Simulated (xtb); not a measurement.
Geometry relaxation of RbCl (part 1 of 2)

The run: geometry relaxation of RbCl, SMILES [Cl][Rb]. Method and program: GFN1-xTB (xtb 6.7.1).

The geometry comes from this level: PBE0-D4/def2-TZVP.

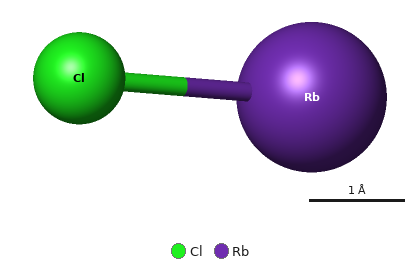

**Figure 1.** The structure as given in the input (ball-and-stick view, seen at an oblique angle). Sticks mark near contacts.

## Input (struc.xyz)
```
2

Cl     0.00000     0.00000    -0.06448
Rb     0.00000     0.00000     2.77930
```

## File input.inp
```
$chrg 0
$spin 0
$end
```

Machine: 1 thread of Intel Xeon (Granite Rapids), 64 GiB of memory available, shared host.

Run as:
```bash
xtb struc.xyz --input input.inp --gfn 1 --opt vtight -P 1 > run.log
```

## Log
```
* xtb version 6.7.1
   ID    Z sym.   atoms
    1   17 Cl     1
    2   37 Rb     2

           -------------------------------------------------
          |                Calculation Setup                |
           -------------------------------------------------

          program call               : xtb struc.xyz --input input.inp --gfn 1 --opt vtight -P 1
          coordinate file            : struc.xyz
          omp threads                :                     1

           -------------------------------------------------
          |                 G F N 1 - x T B                 |
           -------------------------------------------------

      * Hamiltonian:
        H0-scaling (s, p, d)           1.850000    2.250000    2.000000
        zeta-weighting                 0.000000
      * Dispersion:
        s8                             2.400000
        a1                             0.630000
        a2                             5.000000
        s9                             0.000000
      * Repulsion:
        kExp                           1.500000
        rExp                           1.000000
      * Coulomb:
        alpha                          2.000000
        third order                    atomic
        anisotropic                    false
      * Halogen bond correction:
        rad-scale                      1.300000
        damping                        0.440000

          ...................................................
          :                      SETUP                      :
          :.................................................:
          :  # basis functions                  14          :
          :  # atomic orbitals                  13          :
          :  # shells                            5          :
          :  # electrons                         8          :
          :  # halogen bonds                     0          :
          :  max. iterations                   250          :
          :  Hamiltonian                  GFN1-xTB          :
          :  restarted?                      false          :
          :  GBSA solvation                  false          :
          :  PC potential                    false          :
          :  electronic temp.          300.0000000     K    :
          :  accuracy                    1.0000000          :
          :  -> integral cutoff          0.2500000E+02      :
          :  -> integral neglect         0.1000000E-07      :
          :  -> SCF convergence          0.1000000E-05 Eh   :
          :  -> wf. convergence          0.2000000E-04 e    :
          :  Broyden damping             0.4000000          :
          :  net charge                          0          :
          :  unpaired electrons                  0          :
          ...................................................

 iter      E             dE          RMSdq      gap      omega  full diag
   1     -4.6119264 -0.461193E+01  0.477E+00    1.77       0.0  T
   2     -4.6139500 -0.202363E-02  0.275E+00    2.20       1.0  T
   3     -4.6140520 -0.101933E-03  0.399E-01    2.40       1.0  T
   4     -4.6140848 -0.328287E-04  0.310E-02    2.31       2.3  T
   5     -4.6140858 -0.104796E-05  0.779E-03    2.29       9.1  T
   6     -4.6140859 -0.162500E-07  0.112E-03    2.30      62.9  T
   7     -4.6140859 -0.878630E-09  0.632E-07    2.30  100000.0  T
   8     -4.6140859 -0.177636E-14  0.913E-10    2.30  100000.0  T

   *** convergence criteria satisfied after 8 iterations ***

         #    Occupation            Energy/Eh            Energy/eV
      -------------------------------------------------------------
         1        2.0000           -0.8160874             -22.2069
         2        2.0000           -0.4203538             -11.4384
         3        2.0000           -0.4203538             -11.4384
         4        2.0000           -0.4167848             -11.3413 (HOMO)
         5                         -0.3324272              -9.0458 (LUMO)
         6                         -0.2083446              -5.6693
         7                         -0.2083446              -5.6693
         8                         -0.0858373              -2.3358
         9                          0.0561503               1.5279
       ...                                ...                  ...
        13                          0.0573667               1.5610
      -------------------------------------------------------------
                  HL-Gap            0.0843576 Eh            2.2955 eV
             Fermi-level           -0.3746060 Eh          -10.1935 eV

 SCC (total)                   0 d,  0 h,  0 min,  0.001 sec
 SCC setup                      ...        0 min,  0.000 sec (  3.433%)
 Dispersion                     ...        0 min,  0.000 sec (  1.432%)
 classical contributions        ...        0 min,  0.000 sec (  0.569%)
 integral evaluation            ...        0 min,  0.000 sec ( 28.357%)
 iterations                     ...        0 min,  0.000 sec ( 41.218%)
 molecular gradient             ...        0 min,  0.000 sec ( 20.222%)
 printout                       ...        0 min,  0.000 sec (  4.364%)

         :::::::::::::::::::::::::::::::::::::::::::::::::::::
         ::                     SUMMARY                     ::
         :::::::::::::::::::::::::::::::::::::::::::::::::::::
         :: total energy              -4.612211108239 Eh    ::
         :: gradient norm              0.013460835581 Eh/a0 ::
         :: HOMO-LUMO gap              2.295487584733 eV    ::
         ::.................................................::
         :: SCC energy                -4.614085863187 Eh    ::
         :: -> electrostatic           0.033967157470 Eh    ::
         :: repulsion energy           0.002120401725 Eh    ::
         :: dispersion energy         -0.000245646777 Eh    ::
         :: halogen bond corr.         0.000000000000 Eh    ::
         :: add. restraining           0.000000000000 Eh    ::
         :: total charge              -0.000000000000 e     ::
         :::::::::::::::::::::::::::::::::::::::::::::::::::::

      -----------------------------------------------------------
     |                   =====================                   |
     |                        A N C O P T                        |
     |                   =====================                   |
     |               Approximate Normal Coordinate               |
     |                Rational Function Optimizer                |
      -----------------------------------------------------------
      -----------------------------------------------------------
     |                   =====================                   |
     |                        A N C O P T                        |
     |                   =====================                   |
     |               Approximate Normal Coordinate               |
     |                Rational Function Optimizer                |
      -----------------------------------------------------------

          ...................................................
          :                      SETUP                      :
          :.................................................:
          :   optimization level         verytight          :
          :   max. optcycles                   200          :
          :   ANC micro-cycles                  20          :
          :   degrees of freedom                 1          :
          :.................................................:
          :   RF solver                   davidson          :
          :   write xtbopt.log                true          :
          :   linear (good luck)              true          :
          :   energy convergence         0.1000000E-06 Eh   :
          :   grad. convergence          0.2000000E-03 Eh/α :
          :   maxmium RF displ.          1.0000000          :
          :   Hlow (freq-cutoff)         0.1000000E-01      :
          :   Hmax (freq-cutoff)         5.0000000          :
          :   S6 in model hess.         20.0000000          :
          ...................................................

generating ANC from exact Hessian ...
Using Lindh-Hessian (1995)
 Shifting diagonal of input Hessian by    6.8028669897685027E-003
 Lowest  eigenvalues of input Hessian
    0.000000    0.000000    0.000000    0.000000    0.000000    0.010000
 Highest eigenvalues
    0.000000    0.000000    0.000000    0.000000    0.000000    0.010000

........................................................................
.............................. CYCLE    1 ..............................
........................................................................

 iter      E             dE          RMSdq      gap      omega  full diag
   1     -4.6140859 -0.461409E+01  0.653E-10    2.30       0.0  T
   2     -4.6140859 -0.266454E-14  0.222E-10    2.30  100000.0  T
   3     -4.6140859  0.444089E-14  0.178E-11    2.30  100000.0  T
     SCC iter.                  ...        0 min,  0.000 sec
     gradient                   ...        0 min,  0.000 sec
 * total energy  :    -4.6122111 Eh     change        0.4440892E-14 Eh
   gradient norm :     0.0134608 Eh/α   predicted     0.0000000E+00 (-100.00%)
   displ. norm   :     0.6953106 α      lambda       -0.9359460E-02
   maximum displ.:     0.6953106 α      in ANC's #1, #1, #1, ...

........................................................................
.............................. CYCLE    2 ..............................
........................................................................

 iter      E             dE          RMSdq      gap      omega  full diag
   1     -4.6300683 -0.463007E+01  0.729E-01    2.46       0.0  T
   2     -4.6304861 -0.417773E-03  0.193E-01    2.68       1.0  T
   3     -4.6305148 -0.287107E-04  0.107E-02    2.76       6.6  T
   4     -4.6305147  0.393722E-07  0.817E-03    2.76       8.7  T
   5     -4.6305148 -0.532204E-07  0.839E-05    2.76     842.6  T
   6     -4.6305148 -0.100719E-11  0.534E-05    2.76    1325.3  T
     SCC iter.                  ...        0 min,  0.000 sec
     gradient                   ...        0 min,  0.000 sec
 * total energy  :    -4.5848345 Eh     change        0.2737662E-01 Eh
   gradient norm :     0.1705805 Eh/α   predicted    -0.6942177E-02 (-125.36%)
   displ. norm   :     0.4898294 α      lambda       -0.8355533E-01
   maximum displ.:     0.4898294 α      in ANC's #1, #1, #1, ...

........................................................................
.............................. CYCLE    3 ..............................
........................................................................

 iter      E             dE          RMSdq      gap      omega  full diag
   1     -4.6186919 -0.461869E+01  0.493E-01    2.64       0.0  T
   2     -4.6188492 -0.157355E-03  0.166E-01    2.49       1.0  T
   3     -4.6188673 -0.181247E-04  0.155E-02    2.42       4.6  T
   4     -4.6188674 -0.166589E-07  0.490E-03    2.43      14.4  T
   5     -4.6188674 -0.180616E-07  0.106E-04    2.42     664.6  T
   6     -4.6188674  0.107470E-12  0.507E-05    2.42    1393.9  T
     SCC iter.                  ...        0 min,  0.000 sec
     gradient                   ...        0 min,  0.000 sec
 * total energy  :    -4.6137139 Eh     change       -0.2887937E-01 Eh
   gradient norm :     0.0009203 Eh/α   predicted    -0.5180150E-01 (  79.37%)
   displ. norm   :     0.0039856 α      lambda       -0.2446147E-05
   maximum displ.:     0.0039856 α      in ANC's #1, #1, #1, ...

........................................................................
.............................. CYCLE    4 ..............................
........................................................................

 iter      E             dE          RMSdq      gap      omega  full diag
   1     -4.6187743 -0.461877E+01  0.384E-03    2.42       0.0  T
   2     -4.6187743 -0.115564E-07  0.113E-03    2.42      62.7  T
   3     -4.6187743 -0.113682E-08  0.548E-05    2.42    1291.4  T
   4     -4.6187743 -0.897060E-13  0.476E-07    2.42  100000.0  T
     SCC iter.                  ...        0 min,  0.000 sec
     gradient                   ...        0 min,  0.000 sec
 * total energy  :    -4.6137167 Eh     change       -0.2836280E-05 Eh
   gradient norm :     0.0005042 Eh/α   predicted    -0.1222692E-05 ( -56.89%)
   displ. norm   :     0.0048300 α      lambda       -0.1621128E-05
   maximum displ.:     0.0048300 α      in ANC's #1, #1, #1, ...
```
